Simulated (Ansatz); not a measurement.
# A low-energy model for NiO (Fm-3m): bands, U and J, part 2 of 2

How strongly is the local Coulomb interaction screened in NiO (Fm-3m)?

Ansatz 0.2.0; non-magnetic LDA, then constrained RPA, plane waves, PAW.

So far. Step 3 (Constrained RPA: Ni d, bands v4 to c1, 8×8×8 mesh …): On the Ni d shell, screening brings the on-site interaction from 22.6 eV down to U = 6.09 eV.

## 4. Constrained RPA: Ni d + anion p, bands v7 to c1, 8×8×8 mesh, medium accuracy

Level of this step: constrained RPA on LDA, plane waves, PAW (Ansatz).

The input, input.yaml:

```yaml
crystal:
  lattice:
    - [0.0, -2.08590164, -2.08590164]
    - [2.08590164, 0.0, -2.08590164]
    - [2.08590164, -2.08590164, 0.0]
  atoms:
    - { symbol: Ni, position: [0.0, 0.0, 0.0] }
    - { symbol: O, position: [0.5, 0.5, 0.5] }
kpoints:
  mp_grid: { grid: [8, 8, 8] }
hamiltonian:
  xc: lda
scf:
  occupations: { method: gaussian, width: 0.08 }
  n_extra_bands: 19
  max_iter: 150
  lower_state_search: "off"
output:
  crpa:
    kmesh: [8, 8, 8]
    target_bands: [v7, c1]
    projections: [{ species: Ni, l: d, shell: 3 }, { species: O, l: p, shell: 2 }]
  local_orbitals:
    kmesh: [8, 8, 8]
    orbitals: [{ species: Ni, l: d, shell: 3 }, { species: O, l: p, shell: 2 }]
    window: { bands: [v7, c1] }
    seedname: lo
```

The run is started by

```console
> ansatz run input.yaml --threads 4 --pin off --max-ram 14745MiB --backend cpu --events-out ev --progress --plain --runs-dir out
```

Numbers of over 12 decimals in the logs are rounded to 6 here.

The program printed:

```text
[...]
Crystal: 2 atoms, lattice volume = 18.151 Å³
Basis set: ecut = 420 eV, 339 PW (Γ)
Bands: 31, of which v1, the nominal top of the filled ones, is band 12 counted from 1 (11 counted from 0)
Symmetry: 48 space group operations
[...]
k-points: 29 of 512
[...]
SCF iter   1: F=—  HF=-6327.040068 eV  |F-HF|=—  |Δ(HF+E_count)|=         —  Δρ=2.44e-2  dr2=6.62e-2  ethr=1.77e-3  ⟨swp⟩=5.1  Hψ=3428  notcnv=0  defer=316
[...]
SCF iter   6: F=-6327.018925 eV  HF=-6327.018925 eV  |F-HF|=1.19e-9  |Δ(HF+E_count)|=   5.55e-8  Δρ=2.48e-6  dr2=4.83e-10  ethr=2.99e-10  ⟨swp⟩=6.1  Hψ=4239  notcnv=0
SCF 1 converged in 6 iterations: F = -6327.018925 eV  dr2 = 4.83e-10
[...]
cRPA screening: q 1/512
cRPA screening: q 2/512
cRPA screening: q 8/512 (q-point 3)
cRPA screening: q 14/512 (q-point 4)
cRPA screening: q 20/512 (q-point 5)
cRPA screening: q 23/512 (q-point 10)
cRPA screening: q 29/512 (q-point 11)
cRPA screening: q 41/512 (q-point 12)
cRPA screening: q 53/512 (q-point 13)
cRPA screening: q 65/512 (q-point 14)
[...]
cRPA screening: q 494/512 (q-point 222)
cRPA screening: q 500/512 (q-point 229)
cRPA screening: q 506/512 (q-point 230)
cRPA screening: q 512/512 (q-point 293)
SCF converged after 6 iterations
Free energy (F): -6327.018925 eV
[...]
Internal energy: -6327.008497 eV  (E = F + TS)
E sigma→0 (E₀):  -6327.013711 eV
Entropy (-TS):   -0.010428 eV (-5.214 meV/atom)
Fermi energy:    14.032669 eV
[...]
--- Band table (eV; the first three rows and the last of 29) ---
  k-point 0: bands = [... 8 lower, 12.1867, 12.1867, 12.1867, 12.3801, 12.3801, 15.6390, 31.6846, 32.9658, ... 15 higher]
  k-point 1: bands = [... 8 lower, 12.3185, 12.3185, 12.4548, 13.0962, 13.0962, 16.6041, 29.1169, 32.3159, ... 15 higher]
  k-point 2: bands = [... 8 lower, 12.6043, 12.6043, 12.7962, 14.1599, 14.1599, 18.2836, 26.2075, 30.3698, ... 15 higher]
  k-point 28: bands = [... 8 lower, 12.8869, 12.8869, 13.2064, 13.3172, 14.0122, 22.5378, 24.6370, 24.6370, ... 15 higher]
[...]
χ-basis size per q: N_G = 59..70
[...]
Each shell's averages of U are screened by what lies outside the whole window alone: parameters of one model of all the shells.
[...]
screened: U = 9.2831 eV, U' = 7.7670 eV, J = 0.7628 eV
      screened, to within: U = 1.8e-2 eV, U' = 1.8e-2 eV, J = 1.5e-3 eV
      bare: V = 26.2248 eV, V' = 24.3930 eV, J = 0.9109 eV
    Site 1, 2P, 3 of 3 p orbitals (Wannier functions 6, 7, 8; wannier90's mr 1, 2, 3):
      screened: U = 6.6107 eV, U' = 5.2216 eV, J = 0.6692 eV
      screened, to within: U = 1.3e-2 eV, U' = 1.3e-2 eV, J = 1.6e-3 eV
      bare: V = 18.6108 eV, V' = 16.8069 eV, J = 0.8697 eV
[...]
```

It took 14 min on 4 threads of Arm Neoverse V1, shared host; peak memory 0.55 GiB.

This step gave:

| Quantity | Value |
| --- | --- |
| U | 9.283 eV |
| U prime (inter-orbital) | 7.767 eV |
| J | 0.7628 eV |
| bare V | 26.22 eV |
| bare J | 0.9109 eV |
| stated bound on U | 0.01781 eV |
| U over bare V | 0.3540 |
| electrons in the window | 14.00 |
| head of the constrained inverse dielectric matrix | 0.2916 |
| least eigenvalue of the projection's overlap | 0.6931 |
| target functions | 8 |
| bands in the sums | 26 |
| r.m.s. miss of the model bands | 0.001062 eV |
| width of the target bands | 9.542 eV |
| weight of the projected orbitals in the window | 0.9699 |

On the Ni d shell, screening brings the on-site interaction from 26.2 eV down to U = 9.28 eV.

Kanamori averages over each shell's functions. Crpa shells, by row:

```
site  element  shell  orbitals  U (eV)  U' (eV)  J (eV)  bare V (eV)  bare V' (eV)  bare J (eV)  bound on U (eV)
   1       Ni     3D         5   9.283    7.767  0.7628        26.22         24.39       0.9109          0.01781
   2        O     2P         3   6.611    5.222  0.6692        18.61         16.81       0.8697          0.01207
```

Density-density elements U_iijj, eV. U matrix, by row:

```
   orbital  Ni1 dz2  Ni1 dxz  Ni1 dyz  Ni1 dx2-y2  Ni1 dxy  O2 pz  O2 px  O2 py
   Ni1 dz2    9.642    8.121    8.121       7.721      7.5   1.14  1.142  1.142
   Ni1 dxz    8.121    9.044    7.488       7.707    7.488  1.142  1.142  1.145
   Ni1 dyz    8.121    7.488    9.044       7.707    7.488  1.142  1.145  1.142
Ni1 dx2-y2    7.721    7.707    7.707       9.642    8.328  1.143  1.141  1.141
   Ni1 dxy      7.5    7.488    7.488       8.328    9.044  1.145  1.142  1.142
     O2 pz     1.14    1.142    1.142       1.143    1.145  6.611  5.222  5.222
     O2 px    1.142    1.142    1.145       1.141    1.142  5.222  6.611  5.222
     O2 py    1.142    1.145    1.142       1.141    1.142  5.222  5.222  6.611
```

Exchange elements U_ijji, eV. J matrix, by row:

```
   orbital  Ni1 dz2  Ni1 dxz  Ni1 dyz  Ni1 dx2-y2  Ni1 dxy  O2 pz  O2 px  O2 py
   Ni1 dz2        -     0.61     0.61        0.96    0.933      0      0      0
   Ni1 dxz     0.61        -    0.787       0.825    0.787      0      0      0
   Ni1 dyz     0.61    0.787        -       0.825    0.787      0      0      0
Ni1 dx2-y2     0.96    0.825    0.825           -    0.502      0      0      0
   Ni1 dxy    0.933    0.787    0.787       0.502        -      0      0      0
     O2 pz        0        0        0           0        0      -  0.669  0.669
     O2 px        0        0        0           0        0  0.669      -  0.669
     O2 py        0        0        0           0        0  0.669  0.669      -
```

Projected local orbitals of the target window. The electronic bands at the labelled points (eV, zero at the Fermi level; # counts the bands kept):

```
    point     #5     #6     #7     #8
        Γ  -1.85  -1.85  -1.65  -1.65
        X  -1.25  -0.72  -0.72  -0.69
        U  -0.85  -0.67  -0.52  -0.01
jump to K  -0.85  -0.67  -0.52  -0.01
        Γ  -1.85  -1.85  -1.65  -1.65
        L  -1.00  -0.63   1.24   1.24
        W  -1.15  -0.83  -0.72  -0.02
        X  -1.25  -0.72  -0.72  -0.69
```

The same for Kohn-Sham, solved directly:

```
point     #5     #6     #7     #8
    Γ  -1.85  -1.85  -1.65  -1.65
    X  -1.25  -0.72  -0.72  -0.69
    U  -0.85  -0.67  -0.52  -0.01
    K  -0.85  -0.67  -0.52  -0.01
    Γ  -1.85  -1.85  -1.65  -1.65
    L  -1.00  -0.63   1.24   1.24
    W  -1.15  -0.83  -0.72  -0.02
    X  -1.25  -0.72  -0.72  -0.69
```

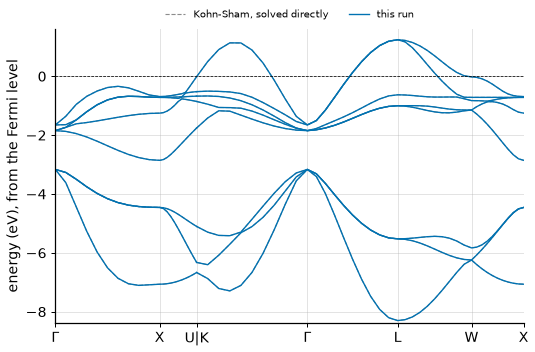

Electronic bands along the path; dashed: Kohn-Sham, solved directly.

Onsite levels, by row:

```
   orbital  level less Fermi level (eV)
   Ni1 dz2                       -1.269
   Ni1 dxz                       -1.466
   Ni1 dyz                       -1.466
Ni1 dx2-y2                       -1.269
   Ni1 dxy                       -1.466
     O2 pz                       -4.643
     O2 px                       -4.643
     O2 py                       -4.643
```

Largest distinct elements between sites. Hoppings, by row:

```
      from          to    cell  distance (Å)   t (eV)
     O2 pz     Ni1 dz2   1 1 0         2.086    1.253
     O2 px  Ni1 dx2-y2   1 0 0         2.086    1.085
   Ni1 dyz       O2 py  0 0 -1         2.086     0.65
     O2 px     Ni1 dz2   1 0 0         2.086  -0.6265
     O2 px       O2 py  1 -1 0          2.95   0.3881
     O2 px       O2 px  1 -1 0          2.95   0.2427
   Ni1 dyz     Ni1 dyz  -1 0 0          2.95  -0.2062
     O2 pz       O2 pz  1 -1 0          2.95  -0.0998
Ni1 dx2-y2  Ni1 dx2-y2  1 -1 0          2.95  -0.0785
   Ni1 dxz     Ni1 dxz   1 0 0          2.95   0.0632
     O2 pz       O2 pz  1 -1 1         4.172  -0.0631
   Ni1 dz2     Ni1 dxy   0 0 1          2.95  -0.0621
```

## 5. The windows together

Times are wall times on 4 threads of Arm Neoverse V1, shared host, good to a factor of about two.

```
        target  bands  functions  width (eV)  bare V (eV)  U (eV)  U′ (eV)  J (eV)   U/V     time
          Ni d  v4–c1          5        4.10        22.61    6.09     4.84    0.62  0.27  3.6 min
Ni d + anion p  v7–c1          8        9.54        26.22    9.28     7.77    0.76  0.35   14 min
```

## 6. Summary of results

```json
{
  "Ni d": "U 6.09 eV, U′ 4.84 eV, J 0.62 eV, bare V 22.6 eV",
  "Ni d + anion p": "U 9.28 eV, U′ 7.77 eV, J 0.76 eV, bare V 26.2 eV",
  "method": "constrained RPA on non-magnetic LDA, 8×8×8 mesh, static; search for lower states off"
}
```

What this shows: For Ni d, screening cuts the on-site interaction from 22.61 eV to 6.09 eV (27 %), while J goes only from 0.76 eV to 0.62 eV: the monopole is screened far more than the multipoles. U − 2J differs from U′ by +0.003 eV, so the Kanamori relation holds well. U is 1.5 times the width of the target bands. With the window Ni d + anion p U becomes 9.28 eV and the bare V 26.22 eV, so U/V goes from 0.27 to 0.35. The parent state is non-magnetic and the interaction static (zero frequency); U depends on the window and the orbitals, so it belongs to this model alone. The bands cross the Fermi level under this constraint, which need not be the crystal's state: magnetic order, correlation or a lattice distortion may open a gap. A window that holds the anion p bands defines a model with explicit ligands; its U belongs to that model and is not the U of DFT+U.

[Paths, hosts, dates, memory and timing lines, banners, echoed tables and standing remarks are left out of the program output.]

[Logs are printed without paths, hosts, clocks, repeated set-up lines and the standing remarks that a program may print on its own settings, such as how far it seeks lower states.]

[Runs of the session that timed out or met a known fault of the program may be left out.]

[Hosts, paths, dates, database ids (printed as entryN), source tags and the programs' standing remarks are cut or masked in the printed files.]
